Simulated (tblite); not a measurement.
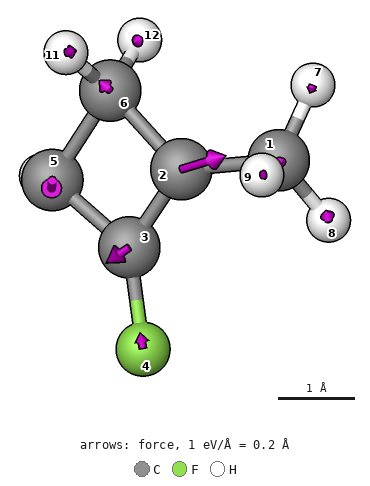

Starting geometry of C5H6F (multiplicity 2) with the computed forces as purple arrows. A ball-and-stick model, seen at a tilt.

The calculation used GFN2-xTB geometry optimisation, gas phase (tblite 0.8.0). 

### Is this structure relaxed? If not, where do the atoms go?

It isn't relaxed: the largest force vector, on a C atom, is 3.86 eV/Å. The final displacements have little in common with the starting forces (cosine between the two patterns 0.27). The largest move after the best rigid fit is that of an H atom, 0.67 Å. Largest moves by element: H 0.67 Å, F 0.45 Å, C 0.28 Å. Some distances before and after: C–C 1.450 → 1.378 Å, C–C 1.323 → 1.388 Å, C–C 1.479 → 1.526 Å, C–H 1.105 → 1.068 Å. Bond angles that change, for instance: C–C–H 110.9° → 133.7°, C–C–H 118.1° → 136.4°, C–C–C 96.8° → 89.3°. Groups turn about C–C by about 40°. The energy falls by 84.1 kJ/mol in 80 geometry steps. The run took 0.3 s on 1 thread of Arm Neoverse V1, on a shared host.
